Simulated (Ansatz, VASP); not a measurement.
# Co3SiSb2 in two plane-wave programs

Wanted: the spread between two codes on one cell, functional and k mesh. The cell is invented: As first built, before any earlier steps moved the atoms: it takes the Y2Co3Si structure with some of its atoms replaced by other elements, volume scaled by an estimate. It may not be a known or stable phase. The cell comes out of earlier VASP steps on this material, which relaxed, scaled or displaced it; both programs get it as it stands.

Program: Ansatz 0.2.0. Level of theory: plane waves, with VASP 6.6.1 beside it; relaxation of cell and atoms at PBE. Results are calculated unless marked as measured.

## Step 1: Set-up

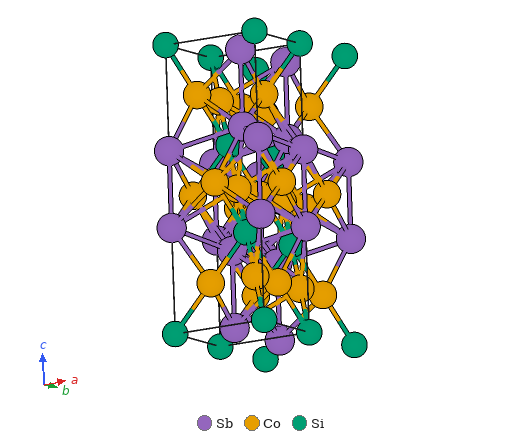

The cell as given, from a free direction (antimony purple, cobalt orange, silicon teal). 1×2×1 cells are drawn. This picture shows the conventional cell, with its axes. Bonds to atoms that aren't drawn are left out. Some periodic images of atoms are drawn too.

As a file:

```xyz
6
Lattice="2.6200 1.5126 3.7213 -2.6200 1.5126 3.7213 0.0000 -3.0253 3.7213" Properties=species:S:1:pos:R:3 pbc="T T T"
Sb    0.0000    0.0000    7.0671
Sb    0.0000    0.0000    4.0969
Co   -1.3100    0.7563    1.8607
Co    1.3100    0.7563    1.8607
Co    0.0000   -1.5126    1.8607
Si    0.0000    0.0000    0.0000
```

## Step 2: VASP: relaxation of cell and atoms, PBE

The relaxed volume is the usual yardstick between codes: its relative difference is about their pressure difference at one cell divided by the bulk modulus.

Lines of VASP's logs that name or quote its potential files are left out, and so is its time.

Input file INCAR:

```
SYSTEM = Co3SiSb2
PREC = Accurate
ENCUT = 400
EDIFF = 1E-06
NELM = 100
ISMEAR = -1
SIGMA = 0.05
LREAL = .FALSE.
ALGO = Normal
GGA = PE
ISPIN = 2
MAGMOM = 0 0 2 2 2 0
LMAXMIX = 4
LORBIT = 11
LWAVE = .FALSE.
LCHARG = .FALSE.
KPAR = 2
IBRION = 2
NSW = 60
ISIF = 3
EDIFFG = -0.01
```

Input file POSCAR:

```
Co3SiSb2
1.0
    2.6199700807      1.5126403034      3.7213104570
   -2.6199700807      1.5126403034      3.7213104570
    0.0000000000     -3.0252806067      3.7213104570
Sb Co Si
2 3 1
Direct
    0.6330277382      0.6330277382      0.6330277382
    0.3669722618      0.3669722618      0.3669722618
    0.0000000000      0.5000000000      0.0000000000
    0.5000000000      0.0000000000      0.0000000000
    0.0000000000      0.0000000000      0.5000000000
    0.0000000000      0.0000000000      0.0000000000
```

Input file KPOINTS:

```
Automatic mesh
0
Gamma
5 5 5
0 0 0
```

PAW data sets: Sb, Co and Si (PBE family, release 64).

Run with:

```
$ mpirun -np 2 vasp_std
```

Numbers of over 12 decimals in the logs are rounded to 6 here.

Output:

```text
[banner, memory and clock lines left out]
running    2 mpi-ranks, on    1 nodes
 distrk:  each k-point on    1 cores,    2 groups
 distr:  one band on    1 cores,    1 groups

 POSCAR found type information on POSCAR SbCoSi
 POSCAR found :  3 types and       6 ions
 LDA part: xc-table for (Slater+PW92), standard interpolation
 POSCAR, INCAR and KPOINTS ok, starting setup
 FFT: planning ... GRIDC
 FFT: planning ... GRID_SOFT
 FFT: planning ... GRID
 WAVECAR not read
 entering main loop
       N       E                     dE             d eps       ncg     rms          rms(c)
DAV:   1     0.232839711478E+03    0.23284E+03   -0.14094E+04  2052   0.127E+03
DAV:   2    -0.206070314359E+02   -0.25345E+03   -0.24607E+03  2058   0.313E+02
DAV:   3    -0.358620483049E+02   -0.15255E+02   -0.14470E+02  2441   0.895E+01
DAV:   4    -0.364956919445E+02   -0.63364E+00   -0.62366E+00  2520   0.169E+01
DAV:   5    -0.365203734456E+02   -0.24682E-01   -0.24635E-01  2566   0.325E+00    0.184E+01
DAV:   6    -0.442678239934E+02   -0.77475E+01   -0.80403E+01  2734   0.118E+02    0.309E+01
DAV:   7    -0.338067141088E+02    0.10461E+02   -0.41691E+01  2507   0.858E+01    0.641E+00
DAV:   8    -0.340043067334E+02   -0.19759E+00   -0.36482E+00  2548   0.109E+01    0.277E+00
DAV:   9    -0.339733211580E+02    0.30986E-01   -0.27493E-01  2707   0.579E+00    0.146E+00
DAV:  10    -0.339812798710E+02   -0.79587E-02   -0.19292E-02  3130   0.119E+00    0.141E+00
DAV:  11    -0.339942379109E+02   -0.12958E-01   -0.24790E-02  3044   0.172E+00    0.969E-01
DAV:  12    -0.340083094784E+02   -0.14072E-01   -0.55285E-02  3133   0.243E+00    0.420E-01
DAV:  13    -0.340095843557E+02   -0.12749E-02   -0.66255E-03  3063   0.689E-01    0.139E-01
DAV:  14    -0.340100349365E+02   -0.45058E-03   -0.96947E-04  2983   0.322E-01    0.119E-01
DAV:  15    -0.340101291742E+02   -0.94238E-04   -0.13817E-04  3107   0.102E-01    0.858E-02
DAV:  16    -0.340102476646E+02   -0.11849E-03   -0.47862E-04  3073   0.227E-01    0.459E-02
DAV:  17    -0.340102520358E+02   -0.43712E-05   -0.32104E-05  2608   0.450E-02    0.235E-02
DAV:  18    -0.340102620143E+02   -0.99785E-05   -0.60683E-05  3041   0.835E-02    0.753E-03
DAV:  19    -0.340102625487E+02   -0.53444E-06   -0.44820E-06  1928   0.163E-02
   1 F= -.34010263E+02 E0= -.33987976E+02  d E =-.340103E+02  mag=    -0.0005
 curvature:   0.00 expect dE= 0.000E+00 dE for cont linesearch  0.000E+00
 trial: gam= 0.00000 g(F)=  0.756E-06 g(S)=  0.196E-03 ort = 0.000E+00 (trialstep = 0.100E+01)
 search vector abs. value=  0.196E-03
 bond charge predicted
       N       E                     dE             d eps       ncg     rms          rms(c)
DAV:   1    -0.340127693868E+02   -0.25074E-02   -0.32047E-02  2173   0.222E+00    0.456E-01
DAV:   2    -0.340201549778E+02   -0.73856E-02   -0.75445E-02  2754   0.349E+00    0.795E-01
DAV:   3    -0.340103018824E+02    0.98531E-02   -0.37898E-02  2716   0.254E+00    0.816E-02
DAV:   4    -0.340103084235E+02   -0.65412E-05   -0.11658E-03  2142   0.184E-01    0.458E-02
DAV:   5    -0.340102832544E+02    0.25169E-04   -0.72152E-05  3007   0.993E-02    0.200E-02
DAV:   6    -0.340102811665E+02    0.20879E-05   -0.41903E-06  2161   0.138E-02    0.111E-02
DAV:   7    -0.340102796046E+02    0.15620E-05   -0.25149E-06  1318   0.157E-02    0.794E-04
DAV:   8    -0.340102795657E+02    0.38853E-07   -0.74252E-07  1077   0.716E-03
   2 F= -.34010280E+02 E0= -.33988133E+02  d E =-.170170E-04  mag=    -0.0000
 trial-energy change:   -0.000017  1 .order   -0.000014   -0.000196    0.000168
 step:   0.5396(harm=  0.5396)  dis= 0.00007  next Energy=   -34.010316 (dE=-0.530E-04)
 bond charge predicted
       N       E                     dE             d eps       ncg     rms          rms(c)
DAV:   1    -0.340108579618E+02   -0.57836E-03   -0.68457E-03  2173   0.103E+00    0.211E-01
DAV:   2    -0.340124407741E+02   -0.15828E-02   -0.16381E-02  2776   0.162E+00    0.368E-01
DAV:   3    -0.340103258529E+02    0.21149E-02   -0.81718E-03  2732   0.117E+00    0.371E-02
DAV:   4    -0.340103227080E+02    0.31449E-05   -0.24048E-04  2133   0.842E-02    0.207E-02
DAV:   5    -0.340103173859E+02    0.53221E-05   -0.15676E-05  2879   0.459E-02    0.866E-03
DAV:   6    -0.340103170998E+02    0.28616E-06   -0.85877E-07  1116   0.702E-03
   3 F= -.34010317E+02 E0= -.33988108E+02  d E =-.545511E-04  mag=    -0.0000
 curvature:  -0.27 expect dE=-0.213E-04 dE for cont linesearch -0.195E-04
 trial: gam= 0.00000 g(F)=  0.101E-05 g(S)=  0.779E-04 ort =-0.119E-03 (trialstep = 0.908E+00)
 search vector abs. value=  0.789E-04
 reached required accuracy - stopping structural energy minimisation
```

OUTCAR, selected parts (step 2):

```text
ion  position               nearest neighbor table
   1  0.633  0.633  0.633-   5 2.70   4 2.70   3 2.70   2 2.97   3 3.01   4 3.01   4 3.01   3 3.01
                             5 3.01   5 3.01   6 3.05   6 3.05   6 3.05   2 3.12   2 3.12   2 3.12
   2  0.367  0.367  0.367-   5 2.70   4 2.70   3 2.70   1 2.97   3 3.01   4 3.01   3 3.01   4 3.01
                             5 3.01   5 3.01   6 3.05   6 3.05   6 3.05   1 3.12   1 3.12   1 3.12
   3  0.000  0.500  0.000-   6 2.40   6 2.40   5 2.62   5 2.62   4 2.62   4 2.62   1 2.70   2 2.70
                             2 3.01   1 3.01   2 3.01   1 3.01
   4  0.500  0.000  0.000-   6 2.40   6 2.40   5 2.62   5 2.62   3 2.62   3 2.62   1 2.70   2 2.70
                             2 3.01   1 3.01   1 3.01   2 3.01
   5  0.000  0.000  0.500-   6 2.40   6 2.40   4 2.62   3 2.62   3 2.62   4 2.62   1 2.70   2 2.70
                             2 3.01   1 3.01   2 3.01   1 3.01
   6  0.000  0.000  0.000-   5 2.40   5 2.40   3 2.40   4 2.40   3 2.40   4 2.40   2 3.05   1 3.05
                             2 3.05   1 3.05   2 3.05   1 3.05

  LATTYP: Found a trigonal (rhomboedric) cell.
 ALAT       =     4.7958810899
 COS(alpha) =     0.4031216228

 Subroutine GETGRP returns: Found 12 space group operations
 (whereof 12 operations were pure point group operations)

The static configuration has the point symmetry D_3d.

 Found     19 irreducible k-points:

   k-points           NKPTS =     19   k-points in BZ     NKDIM =     19   number of bands    NBANDS=     27

   dimension x,y,z NGX =    32 NGY =   32 NGZ =   32
   dimension x,y,z NGXF=    64 NGYF=   64 NGZF=   64

   ENCUT  =  400.0 eV  29.40 Ry    5.42 a.u.   7.82  7.82  7.82*2*pi/ulx,y,z

   NELECT =      41.0000    total number of electrons

 k-points in reciprocal lattice and weights: Automatic mesh
   0.00000000  0.00000000  0.00000000       0.008
   0.20000000 -0.00000000  0.00000000       0.048
   0.40000000 -0.00000000  0.00000000       0.048
   0.20000000  0.20000000  0.00000000       0.048
   0.40000000  0.20000000  0.00000000       0.096
  -0.40000000  0.20000000  0.00000000       0.096
  -0.20000000  0.20000000  0.00000000       0.048
   0.40000000  0.40000000  0.00000000       0.048
  -0.40000000  0.40000000  0.00000000       0.048
[...]
0.40000000  0.40000000  0.40000000       0.016
  -0.40000000  0.40000000  0.40000000       0.048

 average (electrostatic) potential at core
       1 -82.1812       2 -82.1812       3 -76.9881       4 -76.9881       5 -76.9881
       6 -78.5085

 E-fermi :  11.1603

 spin component 1
 k-point     1 :       0.0000    0.0000    0.0000
  band No.  band energies     occupation
    ...
     17      10.5235      1.00000
     18      10.6311      0.99997
     19      10.6880      0.99992
     20      10.6880      0.99992
     21      11.0993      0.77185
     22      11.5359      0.00055
     23      12.0842      0.00000
     24      12.0842      0.00000
     25      12.6694      0.00000
     26      12.6694      0.00000
    ...

 k-point     2 :       0.2000   -0.0000    0.0000
  band No.  band energies     occupation
    ...
     18      10.6065      0.99998
     19      10.6933      0.99991
     20      10.8441      0.99821
     21      11.1088      0.73682
     22      11.1253      0.66820
     23      11.7820      0.00000
     24      11.8774      0.00000
     25      12.7378      0.00000
     26      13.0031      0.00000
     27      14.1918      0.00000

 k-point     3 :       0.4000   -0.0000    0.0000
  band No.  band energies     occupation
    ...
     17      10.5523      0.99999
     18      10.6809      0.99993
     19      10.7781      0.99952
     20      10.7915      0.99937
     21      10.9450      0.98670
     22      11.4807      0.00164
     23      11.8320      0.00000
     24      12.1397      0.00000
     25      13.2296      0.00000
     26      13.4904      0.00000
    ...

 k-point     4 :       0.2000    0.2000    0.0000
  band No.  band energies     occupation
    ...
     17      10.4070      1.00000
     18      10.5515      0.99999
     19      10.6324      0.99997
     20      10.8014      0.99924
     21      10.9621      0.98138
     22      11.3268      0.03455
     23      11.9119      0.00000
     24      11.9523      0.00000
     25      13.4674      0.00000
     26      13.9620      0.00000
    ...

 k-point     5 :       0.4000    0.2000    0.0000
  band No.  band energies     occupation
    ...
     17      10.3277      1.00000
     18      10.5251      1.00000
     19      10.6159      0.99998
     20      10.8468      0.99811
     21      11.0159      0.94724
     22      11.4602      0.00248
     23      12.3824      0.00000
     24      12.4983      0.00000
     25      13.5972      0.00000
     26      13.9488      0.00000
    ...

 k-point     6 :      -0.4000    0.2000    0.0000
  band No.  band energies     occupation
    ...
     17      10.3467      1.00000
     18      10.4859      1.00000
     19      10.6511      0.99996
     20      10.8866      0.99582
     21      10.9938      0.96544
     22      11.7149      0.00002
     23      12.2085      0.00000
     24      12.4756      0.00000
     25      13.4105      0.00000
     26      14.7026      0.00000
    ...

  Total        0.0573641      0.0573641      0.0557093      0.0000000      0.0000000     -0.0000000
  in kB        1.0398445      1.0398444      1.0098483      0.0000000      0.0000000     -0.0000000
  external PRESSURE =       1.0298457 kB  Pullay stress =       0.0000000 kB

  energy-cutoff  :      400.00
  volume of cell :       88.39
      direct lattice vectors                 reciprocal lattice vectors
     2.619130850  1.512155774  3.719439707     0.190903024  0.110217922  0.089619233
    -2.619130850  1.512155774  3.719439707    -0.190903024  0.110217922  0.089619233
     0.000000000 -3.024311547  3.719439707     0.000000000 -0.220435843  0.089619233

 POSITION                                       TOTAL-FORCE (eV/Angst)
 -----------------------------------------------------------------------------------
      0.00000      0.00000      7.06345        -0.000000     -0.000000     -0.003241
      0.00000      0.00000      4.09487         0.000000      0.000000      0.003241
     -1.30957      0.75608      1.85972        -0.000000      0.000000     -0.000000
      1.30957      0.75608      1.85972         0.000000     -0.000000     -0.000000
      0.00000     -1.51216      1.85972        -0.000000     -0.000000     -0.000000
      0.00000     -0.00000      0.00000         0.000000      0.000000     -0.000000
 -----------------------------------------------------------------------------------
    total drift:                               -0.000000      0.000000     -0.000000

  FREE ENERGIE OF THE ION-ELECTRON SYSTEM (eV)
  ---------------------------------------------------
  free  energy   TOTEN  =       -34.0103170998 eV

  energy  without entropy=      -33.9658990279  energy(sigma->0) =      -33.98810806

 reached required accuracy - stopping structural energy minimisation

 total charge
# of ion       s       p       d       tot
------------------------------------------
    1        1.204   1.093   0.095   2.393
    2        1.204   1.093   0.095   2.393
    3        0.398   0.415   7.469   8.282
    4        0.398   0.415   7.469   8.282
    5        0.398   0.415   7.469   8.282
    6        0.761   0.849   0.000   1.609
--------------------------------------------------
tot          4.364   4.280  22.597  31.241

 magnetization (x)
# of ion       s       p       d       tot
------------------------------------------
    1       -0.000   0.000   0.000  -0.000
    2       -0.000   0.000   0.000  -0.000
    3       -0.000  -0.000  -0.000  -0.000
    4       -0.000  -0.000  -0.000  -0.000
    5       -0.000  -0.000  -0.000  -0.000
    6        0.000   0.000   0.000   0.000
--------------------------------------------------
tot         -0.000   0.000  -0.000  -0.000

[... 1 further part left out ...]
```

CONTCAR:

```
Co3SiSb2
   1.00000000000000
     2.6191308503974668    1.5121557736818907    3.7194397073469792
    -2.6191308503974668    1.5121557736818907    3.7194397073469792
     0.0000000000000000   -3.0243115472638635    3.7194397073469996
  Sb              Co              Si
     2     3     1
Direct
     0.6330212158355518    0.6330212158355518    0.6330212158355518
     0.3669787841644482    0.3669787841644482    0.3669787841644482
     0.0000000000000000    0.5000000000000000    0.0000000000000000
     0.5000000000000000    0.0000000000000000    0.0000000000000000
     0.0000000000000000    0.0000000000000000    0.5000000000000000
     0.0000000000000000    0.0000000000000000    0.0000000000000000
```

(Continued in part 2 of 2.)

[Lines on the potential files, build, host, timing and source positions are cut from VASP's logs without a mark.]

[Logs are printed without paths, hosts, clocks, repeated set-up lines and the standing remarks that a program may print on its own settings, such as how far it seeks lower states.]

[Hosts, paths, dates, database ids (printed as entryN), source tags and the programs' standing remarks are cut or masked in the printed files.]
